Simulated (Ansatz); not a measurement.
# Phonons of BaZrO3 (Pm-3m) against volume, part 3 of 3

Aim: how do the optical modes of BaZrO3 (Pm-3m) move with volume?

Ansatz 0.2.0; DFT LDA, scalar-relativistic, plane waves, PAW; PAW set soft_1.

So far, mean static dielectric tensor (ions relaxed, fixed cell): step 4 (zone-centre response at rest) 70.3; step 6 (volume ratio 1.06) 140.

### 7. Ground state of a member: 0.9 times the volume at rest

The cell is set to 0.9 times the volume at rest; symmetry leaves nothing else free, so this is a single point.

input.yaml reads:

```yaml
crystal:
  lattice:
    - [4.0043853596, 0.0, 0.0]
    - [0.0, 4.0043853596, 0.0]
    - [0.0, 0.0, 4.0043853596]
  atoms:
    - { symbol: O, position: [0.0, 0.5, 0.5] }
    - { symbol: O, position: [0.5, 0.0, 0.5] }
    - { symbol: O, position: [0.5, 0.5, 0.0] }
    - { symbol: Zr, position: [0.5, 0.5, 0.5] }
    - { symbol: Ba, position: [0.0, 0.0, 0.0] }
kpoints:
  mp_grid: { grid: [8, 8, 8] }
hamiltonian:
  xc: lda
  pseudopotentials: { kind: paw, azcp: { folder: soft_1 }, xc_functional: pbe }
scf:
  occupations: { method: fixed }
output:
  forces: true
  stress: true
  eigenvalues: true
```

Started as:

```bash
$ ansatz run input.yaml --threads 8 --pin off --max-ram 16384MiB --backend cpu --events-out ev --progress --plain --runs-dir out
```

Numbers of over 12 decimals in the logs are rounded to 6 here.

Output:

```text
[...]
Crystal: 5 atoms, lattice volume = 64.211 Å³
Basis set: ecut = 420 eV, 1237 PW (Γ)
Bands: 25, of which v1, the nominal top of the filled ones, is band 20 counted from 1 (19 counted from 0)
Symmetry: 48 space group operations
[...]
k-points: 35 of 512
[...]
k-point 0: bands = [... 16 lower, 10.2081, 11.4060, 11.4060, 11.4060, 14.7583, 14.7583, 14.7583, 16.1511, ... 1 higher]
  k-point 1: bands = [... 16 lower, 10.1076, 10.8613, 11.3621, 11.3621, 14.8172, 15.1997, 15.1997, 16.4485, ... 1 higher]
  k-point 2: bands = [... 16 lower, 9.8517, 10.0395, 11.2972, 11.2972, 14.9712, 16.2424, 16.2424, 17.1862, ... 1 higher]
  k-point 34: bands = [... 16 lower, 8.8686, 11.3452, 11.3452, 11.3452, 17.9543, 17.9543, 17.9543, 19.5294, ... 1 higher]
[key lines of the parts left out:]
SCF converged after 7 iterations
Free energy (F): -11532.076693 eV
Fermi energy:    11.405954 eV
P = ⅓ Tr σ = 23.2435 GPa (232.435 kbar)
```

Wall time 0.62 s (8 threads of Intel Xeon at 2.60GHz (Ice Lake), shared host); peak memory 0.51 GiB.

Numbers from this step:

```
pressure          : 23.24 GPa
gap on the k-mesh : 3.352 eV
volume per atom   : 12.84 Å³
```

The forces vanish by symmetry, at a pressure of 23.24 GPa.

### 8. Modes of this member: 0.9 times the volume at rest

The zone-centre modes follow for 0.9 times the volume at rest, with the response to a field.

Edit input.yaml of step 7 so:

```diff
@@ -19,4 +19,6 @@
 output:
-  forces: true
-  stress: true
   eigenvalues: true
+phonons:
+  method: dfpt
+  dielectric: true
+  rigid_motions: translations
```

Output:

```text
[...]
Crystal: 5 atoms, lattice volume = 64.211 Å³
Basis set: ecut = 420 eV, 1237 PW (Γ), exchange–correlation on 54×54×54 points (8 copies of the dense FFT grid, shifted against one another)
Bands: 25, of which v1, the nominal top of the filled ones, is band 20 counted from 1 (19 counted from 0)
Symmetry: 48 space group operations
k-points: 170 of 512 (irreducible under 2 space group operations, time reversal used)
[...]
optical modes at Γ + LO–TO along q̂ = [1.0000, 0.0000, 0.0000]:
      ω (cm⁻¹)  modes    IR ((D/Å)²/amu)
[...]
optical modes at Γ + LO–TO along q̂ = [0.0000, 1.0000, 0.0000]:
      ω (cm⁻¹)  modes    IR ((D/Å)²/amu)
[...]
optical modes at Γ + LO–TO along q̂ = [0.0000, 0.0000, 1.0000]:
      ω (cm⁻¹)  modes    IR ((D/Å)²/amu)
[...]
168.52      2             3.6969
        353.59      1             9.1924
        675.72      2            59.2291
        849.89      1            46.9391
[key lines of the parts left out:]
SCF converged after 9 iterations
Free energy (F): -11532.076692 eV
Fermi energy:    11.405913 eV
```

Elapsed: 22 s, on 8 threads; peak memory 1.4 GiB.

This step gave:

```yaml
sum_rule_residual_before_enforcement: 3.33e-5 eV/Å²
miss_of_the_charge_sum_rule: 1.85e-5 e
highest_optical_mode_at_the_zone_centre_no_lo_to_term: 675.7 cm⁻¹
lowest_optical_zone_centre_mode: 111.1 cm⁻¹
mean_high_frequency_dielectric_constant: 4.946
largest_born_charge_third_of_the_trace: 6.138 e
mean_static_dielectric_constant: 75.69
top_of_the_zone_centre_spectrum_with_the_field: 849.9 cm⁻¹
```

Without the LO-TO term. Patterns of degenerate modes are one choice out of their space. The modes at Γ (shares of kinetic energy by element, %):

| mode | frequency (cm⁻¹) | symmetry | O % | Zr % | Ba % |
| --- | --- | --- | --- | --- | --- |
| 1 | 0.0 | acoustic | 17 | 33 | 50 |
| 2 | 0.0 | acoustic | 17 | 33 | 50 |
| 3 | 0.0 | acoustic | 17 | 33 | 50 |
| 4 | 111.1 | T1u | 84 | 2 | 15 |
| 5 | 111.1 | T1u | 84 | 2 | 15 |
| 6 | 111.1 | T1u | 84 | 2 | 15 |
| 7 | 113.8 | T2u | 100 | 0 | 0 |
| 8 | 113.8 | T2u | 100 | 0 | 0 |
| 9 | 113.8 | T2u | 100 | 0 | 0 |
| 10 | 168.5 | T1u | 6 | 59 | 36 |
| 11 | 168.5 | T1u | 6 | 59 | 35 |
| 12 | 168.5 | T1u | 6 | 59 | 36 |
| 13 | 675.7 | T1u | 93 | 7 | 0 |
| 14 | 675.7 | T1u | 93 | 7 | 0 |
| 15 | 675.7 | T1u | 93 | 7 | 0 |

Transverse modes. Infrared lines, with heights relative to the strongest:

| position (cm⁻¹) | label | relative intensity |
| --- | --- | --- |
| 111 | T1u | 83 |
| 114 | T2u | 0.0 |
| 168 | T1u | 6.2 |
| 676 | T1u | 100 |

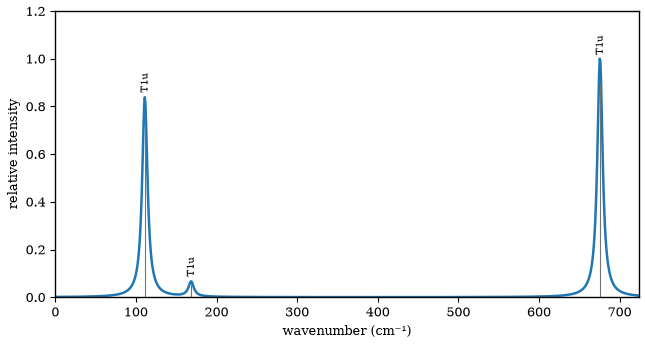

The infrared spectrum, broadened with Lorentzians of width 8 cm⁻¹; bars mark the lines.

Without the LO-TO term the lowest optical mode is real, 111 cm⁻¹, and the highest lies at 675.7 cm⁻¹.

For the mean static dielectric tensor (ions relaxed, fixed cell), step 4 gave 70.3; this run, with volume ratio 0.9, gives 75.7 (+8 %).

### 9. All members side by side

The members are set side by side, also those not shown above.

Each row is one cell with its response, relaxed at fixed volume as far as symmetry leaves anything free; energies are extrapolated to zero smearing, and E0 is that at rest; shape and atoms are relaxed in each cell where symmetry leaves them free. State of the crystal along the series:

| volume ratio | V (Å³/atom) | pressure (GPa) | E - E0 (meV/atom) | gap on mesh (eV) | ε∞ | ε0 | largest Born charge in size, a third of the trace (e) | top mode with the field, highest of q along x, y and z (cm⁻¹) |
| --- | --- | --- | --- | --- | --- | --- | --- | --- |
| 0.9 | 12.84 | 23.24 | 94.18 | 3.352 | 4.946 | 75.69 | 6.138 | 849.9 |
| 0.92 | 13.13 | 17.53 | 57.95 | 3.364 | 4.934 | 64.28 | 6.127 | 820.6 |
| 0.94 | 13.41 | 12.41 | 31.38 | 3.331 | 4.924 | 60.52 | 6.117 | 792.4 |
| 0.96 | 13.7 | 7.819 | 13.42 | 3.29 | 4.917 | 60.66 | 6.109 | 765.2 |
| 0.98 | 13.98 | 3.696 | 3.219 | 3.248 | 4.912 | 63.78 | 6.104 | 738.9 |
| 0.99 | 14.13 | 1.796 | 0.7733 | 3.227 | 4.91 | 66.59 | 6.102 | 726.1 |
| 1 | 14.27 | -0.004301 | 0 | 3.205 | 4.909 | 70.33 | 6.1 | 713.6 |
| 1.02 | 14.55 | -3.324 | 3.001 | 3.163 | 4.908 | 81.3 | 6.098 | 689.1 |
| 1.04 | 14.84 | -6.304 | 11.62 | 3.121 | 4.909 | 101 | 6.097 | 665.6 |
| 1.06 | 15.12 | -8.979 | 25.28 | 3.078 | 4.912 | 139.5 | 6.098 | 642.8 |

Without the LO-TO term; each mode is tracked from rest by its pattern, and modes that stay within 0.3 cm⁻¹ of each other stand once; shape and atoms are relaxed in each cell where symmetry leaves them free. Optical modes along the series:

| V (Å³/atom) | mode 4 T1u (cm⁻¹) | mode 7 T2u (cm⁻¹) | mode 10 T1u (cm⁻¹) | mode 13 T1u (cm⁻¹) |
| --- | --- | --- | --- | --- |
| 12.84 | 111.1 | 113.8 | 168.5 | 675.7 |
| 13.13 | 116 | 130.7 | 174.2 | 643.4 |
| 13.41 | 113.4 | 143.6 | 181.6 | 612.1 |
| 13.7 | 107.6 | 153.8 | 187.7 | 581.9 |
| 13.98 | 100.5 | 161.9 | 191.5 | 552.8 |
| 14.13 | 96.51 | 165.4 | 192.5 | 538.7 |
| 14.27 | 92.36 | 168.5 | 192.8 | 524.9 |
| 14.55 | 83.66 | 174 | 191.2 | 498.5 |
| 14.84 | 73.79 | 178.5 | 186.3 | 473.7 |
| 15.12 | 62.43 | 182.2 | 177.8 | 450.7 |

From cubic fits (parabolas where under five rows exist) of ln ω and P against ln V through the rows within about 4 % of rest: γ = −d ln ω / d ln V and dω/dP = γ ω / B. Slopes at rest:

| mode | fitted frequency at rest (cm⁻¹) | Grüneisen parameter γ | dω/dP (cm⁻¹/GPa) |
| --- | --- | --- | --- |
| mode 4 T1u | 92.5 | 4.54 | 2.39 |
| mode 7 T2u | 168.6 | -1.78 | -1.71 |
| mode 10 T1u | 192.8 | 0.03 | 0.04 |
| mode 13 T1u | 524.9 | 2.59 | 7.76 |

### 10. What came out

* members: 10
* highest optical mode at the zone centre (no LO-TO term), at rest: 524.9 cm⁻¹
* bulk modulus at rest: 175 GPa
* mode 4 T1u, γ: 4.54
* mode 7 T2u, γ: -1.78
* mode 10 T1u, γ: 0.03
* mode 13 T1u, γ: 2.59

The series spans -9.0 to 23.2 GPa, and the slope at rest gives a bulk modulus of 175 GPa. Among the modes in the table of slopes γ runs from -1.78 (mode 7 T2u) to 4.54 (mode 4 T1u). A negative γ means that the mode softens under pressure. ε∞ is 4.91 at rest, with d ln ε∞ / d ln V = -0.02. One k mesh and one cutoff serve the ground states and modes of all volumes; the field response picks its own mesh. These are harmonic frequencies at zero temperature: anharmonic shifts, linewidths and thermal expansion are left out. Spin-orbit coupling is left out, which can matter for the heavy elements here. The PAW files were made for PBE; the program adapts parts of them to the functional of the run, but their partial waves stay those of PBE, an approximation that was not tested in this session. Only the zone centre was solved, so an instability at another wavevector cannot show here.

[Logs are printed without paths, hosts, clocks, repeated set-up lines and the standing remarks that a program may print on its own settings, such as how far it seeks lower states.]

[Hosts, paths, dates, database ids (printed as entryN), source tags and the programs' standing remarks are cut or masked in the printed files.]
